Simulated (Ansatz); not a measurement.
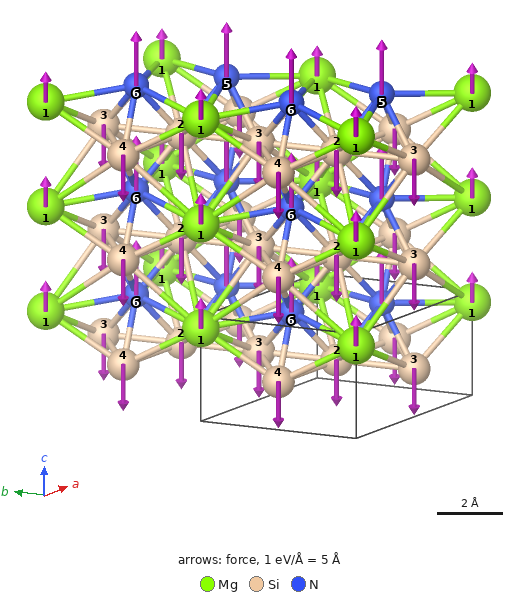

Starting geometry of solid MgSi3N2 (a generated structure, set up in P6mm) (coarse preliminary run) with the computed forces as purple arrows. The picture is a ball-and-stick view of the cell of the calculation, repeated 1 × 2 × 3 with one cell outlined, seen from a free direction.

Theory: Ansatz 0.2.0, DFT PBE, scalar-relativistic, plane waves, PAW. (plane-wave cutoff 420 eV; k-point mesh 6 × 6 × 6; occupations gaussian; smearing width 0.1 eV; no spin polarisation; cell and atoms relaxed; force threshold 0.04 eV/Å; at most 70 steps)

### What follows when this structure is relaxed?

It isn't relaxed: the largest force vector, on N atoms, is 0.37 eV/Å. The final displacements follow the starting forces only in part (cosine between the two patterns 0.59). The energy falls by 450 meV per atom in 17 accepted moves (20 points after the start). The largest force component goes from 0.37 to 0.0096 eV/Å. Pressure: −5.94 GPa at the start and 0.04 GPa at the end. The line search rejected the trial step at point 14 of the run. At 2 points the geometry stayed and the basis and grid were re-selected for the new cell (energy shift of 12.6 meV per atom at most each time). The largest moves relative to the cell, 0.82 Å, are those of Mg1, N5 and N6. Mg1 goes along −c. Largest moves by element: Mg 0.82 Å, N 0.82 Å, Si 0.27 Å. Cell: a = b 5.027 → 5.197 Å (+3.4 %), c 3.531 → 4.256 Å (+20.6 %). Volume +28.9 %. Some distances before and after: Si2–N5 2.295 → 3.570 Å, Mg1–Si2 3.221 → 3.954 Å, Mg1–N5 2.914 → 3.586 Å, Si2–N5 (another image) 2.275 → 1.812 Å. Among the angles between lasting bonds that change: Si2–N5–Si3 67.1° → 91.6°, Si2–Mg1–Si2 117.8° → 127.7°, Si2–Mg1–Si3 95.7° → 102.0°. The space group stays P6mm (No. 183).
